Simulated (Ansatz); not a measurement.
# UHF/STO-3G run of SiNH4O2 (SMILES N[Si](O)O)

Aim: the electronic atomisation energy of SiNH4O2 at UHF/STO-3G, from 5 runs. 

Program for the calculation: Ansatz 0.2.0.

68 further runs of the same task are left out: 68 set aside as unsound or not needed.

## (1) Starting point

SiNH4O2 has 8 atoms, charge 0, and is taken as a doublet. SMILES: `N[Si](O)O`. Geometry: relaxed at PBE0-D4/def2-TZVP. This is one conformer, not always the lowest.

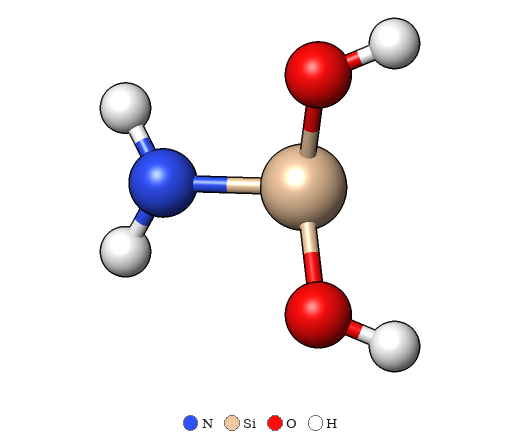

The structure, seen from a chosen angle (nitrogen blue, silicon light orange, oxygen red, hydrogen white).

## (2) The energy at UHF/STO-3G

Contents of molecule.yaml:

```yaml
crystal:
  periodic: [false, false, false]
  atoms:
    - {symbol: N, position_ang: [-0.498000, 1.267000, 0.129300]}
    - {symbol: Si, position_ang: [0.096000, -0.243600, -0.376000]}
    - {symbol: O, position_ang: [1.641600, -0.288300, 0.202600]}
    - {symbol: O, position_ang: [-0.956500, -1.334700, 0.277900]}
    - {symbol: H, position_ang: [0.071200, 2.094000, 0.065100]}
    - {symbol: H, position_ang: [-1.483600, 1.467400, 0.110500]}
    - {symbol: H, position_ang: [2.250900, -0.848000, -0.280900]}
    - {symbol: H, position_ang: [-1.029400, -2.171000, -0.184200]}
basis:
  gaussian:
    orbitals: STO-3G
magnetization:
  spin_polarized: true
  initial_magnetization: 1
hamiltonian:
  xc: hf
accuracy: high
output:
  orbitals: {seedname: orbitals}
```

On the command line:

```
$ ansatz run molecule.yaml --threads 1 --pin off --max-ram 3480MiB --events-out events.jsonl --progress --plain --runs-dir runs
```

Standard output:

```text
Warning: RAYON_NUM_THREADS=1 ignored (pool sized by the plan → 1); use --threads N
Functional definition: HF
  name "HF"
  exchange = exact_x
  correlation = 0
566 factors; integrals over basis functions are off by at most 3.8e-8 eV
mean field evaluation 1: about -13312.6288 eV, gradient 2.0e1 eV
mean field evaluation 2: about -13312.7445 eV, gradient 2.0e1 eV
mean field evaluation 4: about -13315.5938 eV, gradient 1.2e0 eV
mean field evaluation 8: about -13315.6229 eV, gradient 1.7e-2 eV
mean field -13315.62290240 eV, -489.3401160099 hartree, gradient 1.3e-8 eV, S^2 0.757916; 0 other end points of the search recorded, 0 dependent functions left out
reference -13315.62290240 eV, -489.3401160099 hartree; 21, 20 occupied and 7, 8 virtual orbitals, 566 factors
Total energy: -13315.62290240 eV, -489.3401160099 hartree
```

Run time: 0.3 s. Hardware: 1 thread of Arm Neoverse V1, shared host.

## (3) The H atom

Contents of job.yaml:

```yaml
crystal:
  periodic: [false, false, false]
  atoms:
    - {symbol: H, position_ang: [0.000000, 0.000000, 0.000000]}
basis:
  gaussian: {orbitals: STO-3G}
magnetization: {spin_polarized: true, initial_magnetization: 1}
hamiltonian: {xc: hf}
accuracy: high
```

On the command line:

```
$ ansatz run job.yaml --threads 1 --pin off --max-ram 3480MiB --events-out events.jsonl --progress --plain --runs-dir runs
```

Standard output:

```text
Warning: RAYON_NUM_THREADS=1 ignored (pool sized by the plan → 1); use --threads N
[... 4 set-up lines as earlier in the session ...]
1 factors; integrals over basis functions are off by at most 4.6e-10 eV
mean field evaluation 1: about -12.6963 eV, gradient 0.0e0 eV
mean field evaluation 2: about -12.6963 eV, gradient 0.0e0 eV
mean field -12.69633895 eV, -0.4665818504 hartree, gradient 0.0e0 eV, S^2 0.750000; 0 other end points of the search recorded, 0 dependent functions left out
reference -12.69633895 eV, -0.4665818504 hartree; 1, 0 occupied and 0, 1 virtual orbitals, 1 factors
Total energy: -12.69633895 eV, -0.4665818504 hartree
```

It took 0.04 s on 1 thread of Arm Neoverse V1, shared host.

## (4) The N atom at the same level

Contents of run.yaml:

```yaml
crystal:
  periodic: [false, false, false]
  atoms:
    - {symbol: "N", position_ang: [0.000000, 0.000000, 0.000000]}
basis:
  gaussian:
    orbitals: STO-3G
total_charge: 0
magnetization:
  spin_polarized: true
  initial_magnetization: 3
hamiltonian:
  xc: hf
accuracy: high
```

Run the same way, it converges to -53.71901 Eh (log not shown).

## (5) The O atom at the same level

Contents of job.yaml:

```yaml
crystal:
  periodic: [false, false, false]
  atoms:
    - {symbol: O, position_ang: [0.000000, 0.000000, 0.000000]}
basis:
  gaussian:
    orbitals: STO-3G
total_charge: 0
magnetization:
  spin_polarized: true
  initial_magnetization: 2
hamiltonian:
  xc: hf
accuracy: high
```

Run the same way, it converges to -73.80415 Eh (log not shown).

## (6) The Si atom at the same level

Contents of molecule.yaml:

```yaml
crystal:
  periodic: [false, false, false]
  atoms:
    - {symbol: Si, position_ang: [0.000000, 0.000000, 0.000000]}
basis:
  gaussian:
    orbitals: STO-3G
magnetization:
  spin_polarized: true
  initial_magnetization: 2
hamiltonian:
  xc: hf
accuracy: high
```

On the command line:

```
$ ansatz run molecule.yaml --threads 1 --pin off --max-ram 3480MiB --events-out events.jsonl --progress --plain --runs-dir runs
```

Standard output:

```text
Warning: RAYON_NUM_THREADS=1 ignored (pool sized by the plan → 1); use --threads N
[... 4 set-up lines as earlier in the session ...]
42 factors; integrals over basis functions are off by at most 2.5e-9 eV
mean field evaluation 1: about -7767.9286 eV, gradient 9.3e-1 eV
mean field evaluation 2: about -7767.9294 eV, gradient 9.3e-1 eV
mean field evaluation 4: about -7767.9315 eV, gradient 4.9e-6 eV
mean field evaluation 8: about -7767.9314 eV, gradient 2.1e-1 eV
mean field -7767.93148641 eV, -285.4662168327 hartree, gradient 2.1e-9 eV, S^2 2.000003; 0 other end points of the search recorded, 0 dependent functions left out
reference -7767.93148641 eV, -285.4662168327 hartree; 8, 6 occupied and 1, 3 virtual orbitals, 42 factors
Total energy: -7767.93148641 eV, -285.4662168327 hartree
```

It took 0.04 s on 1 thread of Arm Neoverse V1, shared host.

## (7) Outcome

Level: UHF/STO-3G.

| quantity | value |
| --- | --- |
| molecule: total energy | -489.34012 Eh |
| molecule: HOMO energy (highest over α and β) | -5.00 eV |
| molecule: LUMO energy (lowest over α and β) | 6.70 eV |
| molecule: ⟨S²⟩ | 0.758 |
| H atom: total energy | -0.46658 Eh |
| H atom: ⟨S²⟩ | 0.750 |
| N atom: total energy | -53.71901 Eh |
| N atom: ⟨S²⟩ | 3.750 |
| O atom: total energy | -73.80415 Eh |
| O atom: ⟨S²⟩ | 2.000 |
| Si atom: total energy | -285.46622 Eh |
| Si atom: ⟨S²⟩ | 2.000 |
| electronic atomisation energy | 18.511 eV |

Taking the molecule apart into free atoms costs 18.51 eV (427 kcal/mol), before zero-point energy and without spin-orbit coupling. Hartree–Fock lacks the correlation of the bonding pairs, which as a rule makes this value much too low; in minimal bases other errors can mask that. In a minimal basis such a difference can be off by several eV, whatever the method.
